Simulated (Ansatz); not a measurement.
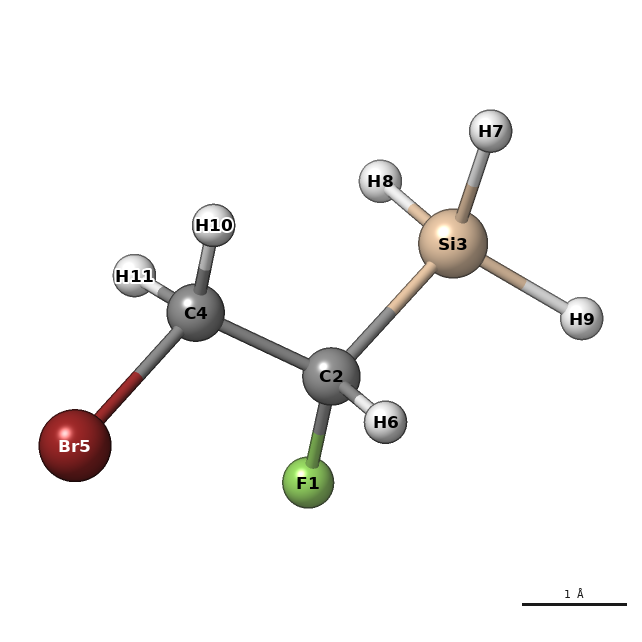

Numbered structure. The computed structure is the end point of a PBE-D4/def2-SVP optimisation. No frequency run is at hand to confirm it as a minimum.

Give the bond lengths.

```tsv
bond	length (Å)	order
F1–C2	1.398	single
C2–Si3	1.931	single
C2–C4	1.510	single
C2–H6	1.115	single
Si3–H7	1.505	single
Si3–H8	1.502	single
Si3–H9	1.500	single
C4–Br5	1.971	single
C4–H10	1.107	single
C4–H11	1.106	single
```
